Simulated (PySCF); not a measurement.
# One shape, several levels: BSiH4F (SMILES FB[SiH3])

Wanted: a comparison of 5 runs (HSE06-D3(BJ)/STO-3G, SCS-MP2/ATZP, CCSD(T)/ANO-RCC-VDZ, CCSD(T)/pcSseg-1) of BSiH4F. 

The results are computed with PySCF 2.14.0.

1 further run of the same task is left out (set aside as unsound or not needed).

**1. The structure to begin with**

BSiH4F: 7 atoms, total charge 0, spin state singlet. As SMILES, `FB[SiH3]`. The coordinates come from a PBE0-D4/def2-TZVP relaxation.

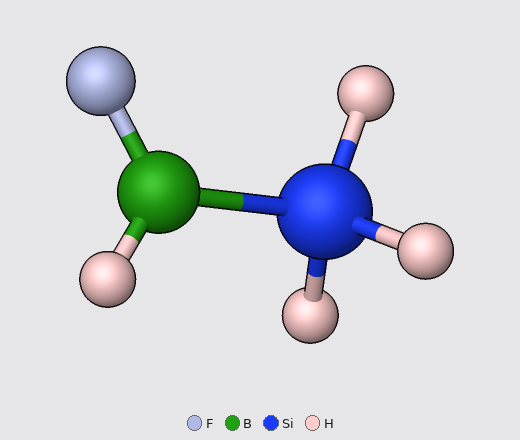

The structure, seen from a chosen angle (fluorine light blue, boron green, silicon blue, hydrogen pink).

**2. Energy and gradient at HSE06-D3(BJ)/STO-3G (run 1)**

Contents of mol.sdf:

```

     RDKit          3D

  7  6  0  0  0  0  0  0  0  0999 V2000
   -1.3794   -1.6015    0.5718 F   0  0  0  0  0  0  0  0  0  0  0  0
   -0.1867   -1.1687    0.2040 B   0  0  0  0  0  0  0  0  0  0  0  0
    0.1463    0.8056   -0.1611 Si  0  0  0  0  0  4  0  0  0  0  0  0
    0.6734   -2.0049    0.1073 H   0  0  0  0  0  0  0  0  0  0  0  0
    0.7331    0.9545   -1.5223 H   0  0  0  0  0  0  0  0  0  0  0  0
    1.1529    1.3038    0.8188 H   0  0  0  0  0  0  0  0  0  0  0  0
   -1.0784    1.6429   -0.0642 H   0  0  0  0  0  0  0  0  0  0  0  0
  2  1  1  0
  3  2  1  0
  4  2  1  0
  5  3  1  0
  6  3  1  0
  7  3  1  0
M  END
$$$$
```

Contents of input.py:

```python
from pyscf import gto, dft
from rdkit import Chem

rd = Chem.MolFromMolFile('mol.sdf', removeHs=False, sanitize=False)
xyz = rd.GetConformer().GetPositions()
geom = [(a.GetSymbol(), tuple(x)) for a, x in zip(rd.GetAtoms(), xyz)]
for s, x in geom:
    print('%-2s %12.6f %12.6f %12.6f' % (s, *x))

mol = gto.M(
    atom=geom,
    verbose=4,
    cart=True,
    charge=0,
    max_memory=1860,
    basis='sto-3g',
)

mf = dft.RKS(mol, xc='hse06')
mf.disp = 'd3bj'
mf.kernel()

energy = mf.e_tot
print('E = %.10f Eh' % energy)
grad = mf.nuc_grad_method().kernel()
```

Started as:

```console
$ OMP_NUM_THREADS=1 python input.py
```

Standard output:

```text
F     -1.379400    -1.601500     0.571800
B     -0.186700    -1.168700     0.204000
Si     0.146300     0.805600    -0.161100
H      0.673400    -2.004900     0.107300
H      0.733100     0.954500    -1.522300
H      1.152900     1.303800     0.818800
H     -1.078400     1.642900    -0.064200

PySCF version 2.14.0

[... 73 lines left out ...]
converged SCF energy = -411.29523766389
[... 2 lines left out ...]
******** <class 'pyscf.grad.rks.Gradients'> for <class 'pyscf.dft.rks.RKS'> ********
unit = Eh/Bohr
grid_response = False
Calc dispersion correction with DFTD3.
Parameters: xc=hse06, version=d3bj, atm=False
--------------- RKS gradients ---------------
         x                y                z
0 F    -0.0101747190    -0.0030132110     0.0028960473
1 B     0.0041518168    -0.0072889222     0.0000026501
2 Si    -0.0067910340     0.0039340846     0.0004107914
3 H     0.0060199967    -0.0093692246    -0.0001503622
4 H     0.0088318668     0.0000584819    -0.0189250316
5 H     0.0147467588     0.0049119039     0.0141055902
6 H    -0.0168213959     0.0107191309     0.0014684062
----------------------------------------------
```

Run time: 3.6 s. Hardware: 1 thread of Arm Neoverse V2, shared host; peak memory 0.33 GiB.

**3. Energy and forces at HSE06-D3(BJ)/STO-3G (density fitting) (run 2)**

mol.sdf is that of step 2.

Contents of run.py:

```python
import pyscf.grad
from pyscf import gto, dft
from pyscf import df
from rdkit import Chem

rd = Chem.MolFromMolFile('mol.sdf', removeHs=False, sanitize=False)
xyz = rd.GetConformer().GetPositions()
geom = [(a.GetSymbol(), tuple(x)) for a, x in zip(rd.GetAtoms(), xyz)]
for s, x in geom:
    print('%-2s %12.6f %12.6f %12.6f' % (s, *x))

molecule = gto.M(
    atom=geom,
    verbose=4,
    cart=True,
    max_memory=1860,
    spin=0,
    basis='sto-3g',
)

mf = dft.RKS(molecule, xc='hse06')
mf = mf.density_fit(auxbasis=df.aug_etb(molecule, beta=2.0))
mf.grids.level = 1
mf.disp = 'd3bj'
mf.kernel()

e_final = mf.e_tot
print('Final energy', e_final)
grad = mf.Gradients().kernel()
```

Started as:

```console
$ OMP_NUM_THREADS=1 python run.py
```

Standard output:

```text
F     -1.379400    -1.601500     0.571800
B     -0.186700    -1.168700     0.204000
Si     0.146300     0.805600    -0.161100
H      0.673400    -2.004900     0.107300
H      0.733100     0.954500    -1.522300
H      1.152900     1.303800     0.818800
H     -1.078400     1.642900    -0.064200

PySCF version 2.14.0

[... 85 lines left out ...]
converged SCF energy = -411.299404176998
Final energy -411.2994041769981
[... 1 line left out ...]
******** <class 'pyscf.df.grad.rks.Gradients'> for <class 'pyscf.df.df_jk.DFRKS'> ********
unit = Eh/Bohr
grid_response = False
Calc dispersion correction with DFTD3.
Parameters: xc=hse06, version=d3bj, atm=False
--------------- DFRKS gradients ---------------
         x                y                z
0 F    -0.0062950648    -0.0015323048     0.0020077017
1 B     0.0044274764    -0.0072663407    -0.0000549763
2 Si    -0.0068012149     0.0041321537     0.0003632105
3 H     0.0056520337    -0.0090512536    -0.0001319717
4 H     0.0085438998     0.0000241442    -0.0182000690
5 H     0.0142324218     0.0046874725     0.0135779778
6 H    -0.0161023796     0.0103736257     0.0014111912
----------------------------------------------
```

Wall time 1.5 s (1 thread of Arm Neoverse V2, shared host); peak memory 0.22 GiB.

Runs 3 to 4 aren't shown in full; the table further down has their settings and results.

**4. A single-point energy at CCSD(T)/pcSseg-1 (sfX2C) (run 5)**

Contents of start.xyz:

```xyz
7

F     -1.379400    -1.601500     0.571800
B     -0.186700    -1.168700     0.204000
Si     0.146300     0.805600    -0.161100
H      0.673400    -2.004900     0.107300
H      0.733100     0.954500    -1.522300
H      1.152900     1.303800     0.818800
H     -1.078400     1.642900    -0.064200
```

Contents of job.py:

```python
from pyscf import gto, cc

molecule = gto.M(
    atom='start.xyz',
    verbose=4,
    max_memory=1860,
    basis='pcsseg-1',
)

myscf = molecule.RHF()
myscf = myscf.sfx2c1e()
myscf.kernel()

mycc = cc.CCSD(myscf)
mycc.kernel()
e_t = mycc.ccsd_t()
e_final = mycc.e_tot + e_t
print('E(%s) = %.9f' % ('CCSD(T)', e_final))
dip = myscf.dip_moment()
pop, q = myscf.mulliken_pop()
```

Started as:

```console
$ OMP_NUM_THREADS=1 python job.py
```

Standard output:

```text
PySCF version 2.14.0

[... 63 lines left out ...]
converged SCF energy = -416.016126603017
[... 11 lines left out ...]
Init t2, MP2 energy = -416.495272382899  E_corr(MP2) -0.479145779881936
[... 11 lines left out ...]
CCSD converged
[... 3 lines left out ...]
Dipole moment(X, Y, Z, Debye):  0.71750,  0.07847, -0.21266
[... 47 lines left out ...]
pop of  2 Si 4pz          0.37271
pop of  2 Si 5px          0.51530
pop of  2 Si 5py          0.56886
pop of  2 Si 5pz          0.51279
pop of  2 Si 6px          0.17173
pop of  2 Si 6py          0.13721
pop of  2 Si 6pz          0.17220
pop of  2 Si 3dxy         0.03402
pop of  2 Si 3dyz         0.00842
pop of  2 Si 3dz^2        0.03843
pop of  2 Si 3dxz         0.03800
pop of  2 Si 3dx2-y2      0.02855
pop of  3 H 1s            0.79646
pop of  3 H 2s            0.28467
pop of  3 H 2px           0.00463
pop of  3 H 2py           0.00478
pop of  3 H 2pz           0.00013
pop of  4 H 1s            0.77161
pop of  4 H 2s            0.37578
pop of  4 H 2px           0.00123
pop of  4 H 2py           0.00043
pop of  4 H 2pz           0.00531
pop of  5 H 1s            0.77107
pop of  5 H 2s            0.37549
pop of  5 H 2px           0.00305
pop of  5 H 2py           0.00109
pop of  5 H 2pz           0.00282
pop of  6 H 1s            0.77246
pop of  6 H 2s            0.36700
pop of  6 H 2px           0.00445
pop of  6 H 2py           0.00236
pop of  6 H 2pz           0.00026
 ** Mulliken atomic charges  **
charge of    0F =     -0.38382
charge of    1B =      0.41493
charge of    2Si =      0.51398
charge of    3H =     -0.09067
charge of    4H =     -0.15436
charge of    5H =     -0.15352
charge of    6H =     -0.14653
```

Wall time 42 s (1 thread of Arm Neoverse V2, shared host); peak memory 0.46 GiB.

**5. Overview of the runs**

```csv
run,level,integral approximation,integration grid,energy (Eh),dipole moment (D) of the reference,HOMO energy (eV),LUMO energy (eV),wall time
1,HSE06-D3(BJ)/STO-3G,none,3,-411.295238,0.46,-4.92,1.93,3.6 s
2,HSE06-D3(BJ)/STO-3G (density fitting),etb,1,-411.299404,0.45,-4.93,1.95,1.5 s
3,"SCS-MP2/ATZP (sfX2C, density fitting with cc-pvdz-jkfit)",cc-pvdz-jkfit,–,-416.630052,0.74,-11.37,0.89,5.1 s
4,"CCSD(T)/ANO-RCC-VDZ (sfX2C, Cartesian functions)",none,–,-416.333605,1.39,-11.62,1.79,3.9 s
5,CCSD(T)/pcSseg-1 (sfX2C),none,–,-416.538825,0.75,-11.43,1.87,42 s
```

**6. What came out**

```
                                    quantity          value
                         run 5: total energy  -416.53883 Eh
 run 5: dipole moment (Hartree–Fock density)         0.75 D
  run 5: HOMO energy (Hartree–Fock orbitals)      -11.43 eV
  run 5: LUMO energy (Hartree–Fock orbitals)        1.87 eV
run 5: HOMO–LUMO gap (Hartree–Fock orbitals)       13.30 eV
                   run 5: correlation energy     -522.7 mEh
                       run 5: (T) correction     -10.97 mEh
                        run 5: T1 diagnostic          0.011
```

**Reading.** Some runs of one species differ in core potentials or relativity; totals across that change don't compare. In runs 1, 2 the basis is minimal, so the values are rough. All runs together took 56 s, the longest 42 s.
